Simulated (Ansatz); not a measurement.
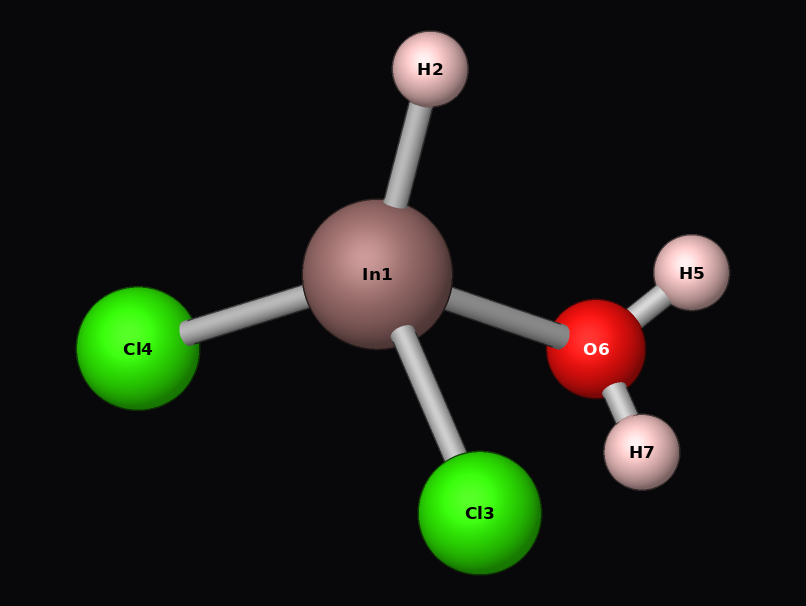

The questions are on Mulliken charges. Computed geometry: PBE0-D4/def2-TZVP optimisation. Properties computed with RKS PBE0-D4/def2-TZVP, core potentials on In (Ansatz 0.2.0).

Which atom carries the highest charge (most positive or least negative)?

Answer. In1 (0.78 e).

And the lowest?

Answer. O6 (−0.60 e).

List the Mulliken charges.

```
atom  value (e)
 In1       0.78
  H2      −0.07
 Cl3      −0.44
 Cl4      −0.41
  H5       0.36
  O6      −0.60
  H7       0.37
```

Mulliken values depend strongly on the basis set and can even reverse the polarity of a bond.
